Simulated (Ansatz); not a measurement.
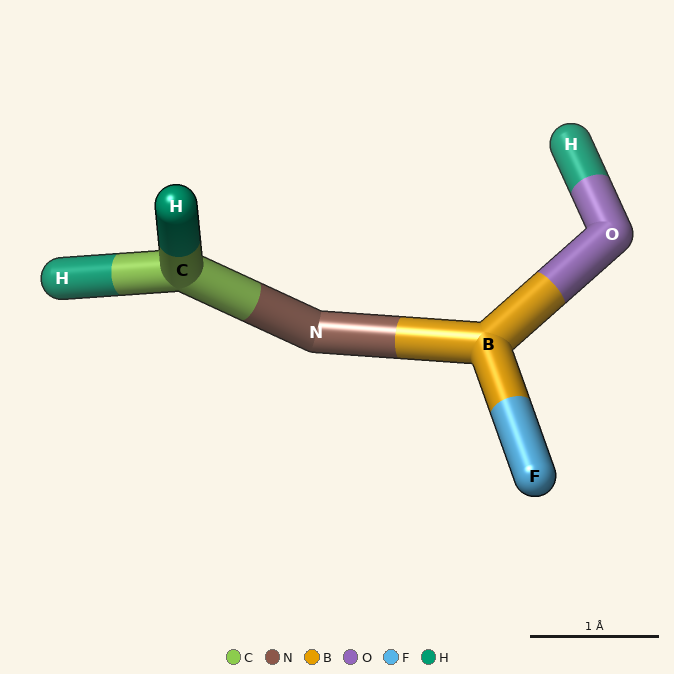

Every bond is drawn as one stick, whatever its order.

The geometry was computed by an optimisation with PBE0-D4/def2-TZVP.

Question: Count the atoms of each element.

Answer: CH3BFNO, 8 atoms: 1 carbon, 3 hydrogen, 1 boron, 1 fluorine, 1 nitrogen and 1 oxygen.

Question: How many sets of symmetry-equivalent atoms are there?

Answer: 8: 1 C, 1 N, 1 B, 1 O, 1 F, 1 H, 1 H, 1 H.

More results for the same structure follow; atom numbers are the same in all pictures, views and colours differ.

## Geometry

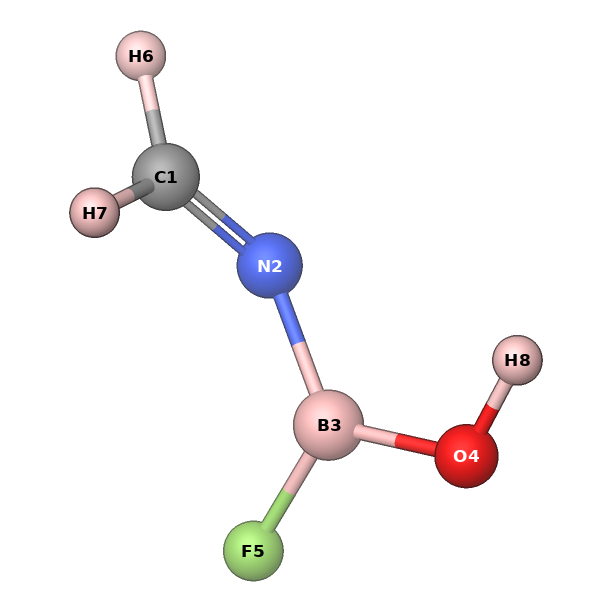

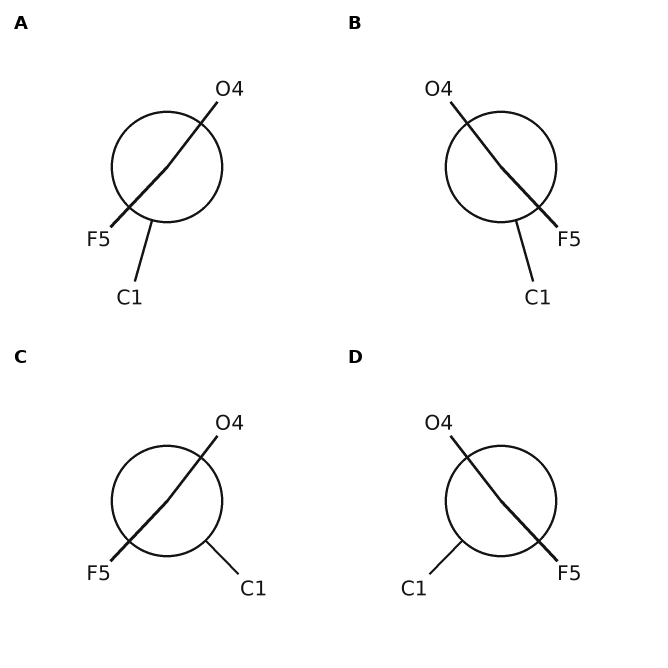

Depth is shown by fading: the farther an atom, the more it takes the colour of the background. Bonds that would overlap in a projection are set slightly apart.

Question: Which Newman projection shows the view along B3–N2, with B3 in front?

Answer: D. The torsion angle F5–B3–N2–C1 is 88°, about perpendicular.

## Thermal motion

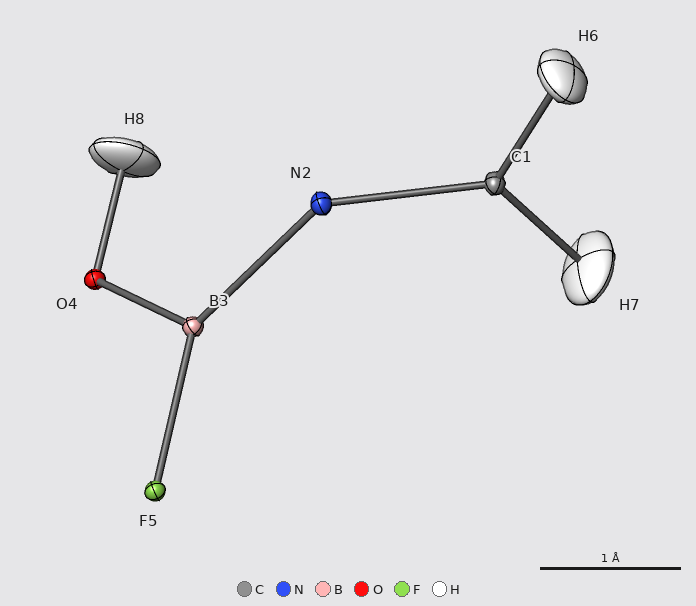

Displacement ellipsoids at the 50 % level, from the internal vibrations of the free molecule (harmonic, no overall translation or rotation; no half-axis is drawn under 0.075 Å). Vibrations computed with RKS PBE0-D4/def2-TZVP (Ansatz 0.2.0). Temperature: 0 K (zero-point motion alone).

List U_eq and the three principal root-mean-square amplitudes for each kind of atom.

```json
{"atom": "C1", "U_eq (Å²)": "0.0022", "rms amplitudes (Å)": "0.024, 0.050, 0.060"}
{"atom": "N2", "U_eq (Å²)": "0.0024", "rms amplitudes (Å)": "0.030, 0.054, 0.058"}
{"atom": "B3", "U_eq (Å²)": "0.0016", "rms amplitudes (Å)": "0.034, 0.038, 0.046"}
{"atom": "O4", "U_eq (Å²)": "0.0012", "rms amplitudes (Å)": "0.024, 0.031, 0.047"}
{"atom": "F5", "U_eq (Å²)": "0.0011", "rms amplitudes (Å)": "0.020, 0.028, 0.046"}
{"atom": "H6", "U_eq (Å²)": "0.0169", "rms amplitudes (Å)": "0.084, 0.132, 0.162"}
{"atom": "H7", "U_eq (Å²)": "0.0250", "rms amplitudes (Å)": "0.076, 0.152, 0.215"}
{"atom": "H8", "U_eq (Å²)": "0.0190", "rms amplitudes (Å)": "0.071, 0.144, 0.176"}
```

## Vibrations

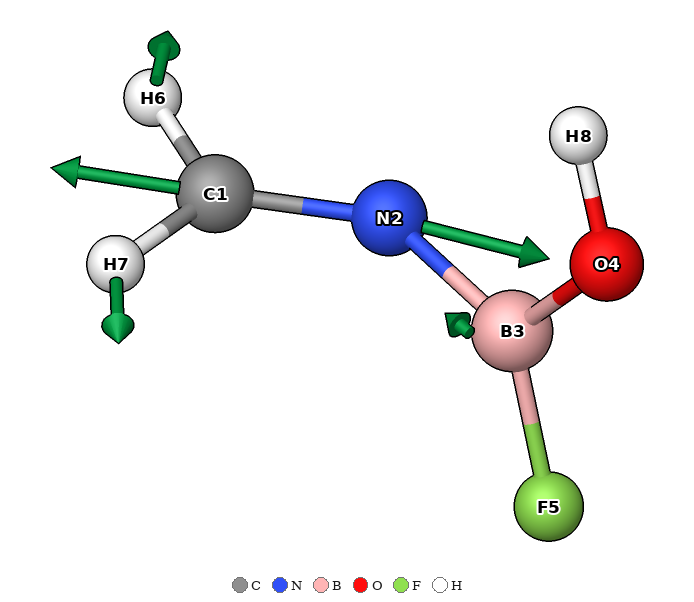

The arrows show one normal mode. Harmonic vibrations computed with RKS PBE0-D4/def2-TZVP (Ansatz 0.2.0) at a stationary point of the same level.

Question: Estimate its harmonic wavenumber.

Answer: 1845 cm⁻¹; it is mode 15 of 18 counted from the lowest.

## Charges

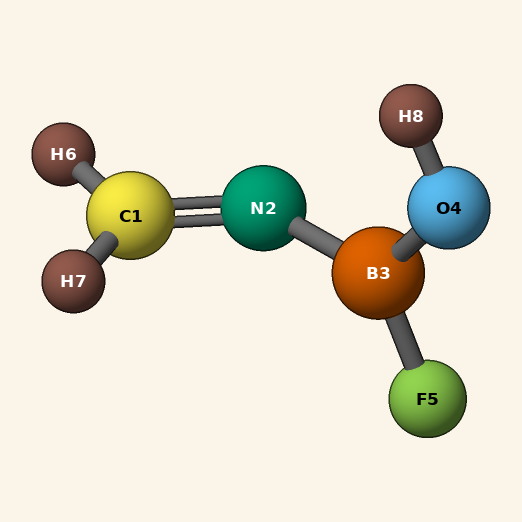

The questions are on Mulliken charges. Properties computed with RKS PBE0-D4/def2-TZVP (Ansatz 0.2.0).

Question: Which atom carries the highest charge (most positive or least negative)?

Answer: B3 (0.35 e).

Question: And the lowest?

Answer: O4 (−0.41 e).

Give the Mulliken charges atom by atom.

| atom | value (e) |
| --- | --- |
| C1 | −0.10 |
| N2 | −0.15 |
| B3 | 0.35 |
| O4 | −0.41 |
| F5 | −0.25 |
| H6 | 0.13 |
| H7 | 0.11 |
| H8 | 0.33 |

Mulliken values depend strongly on the basis set and can even reverse the polarity of a bond.
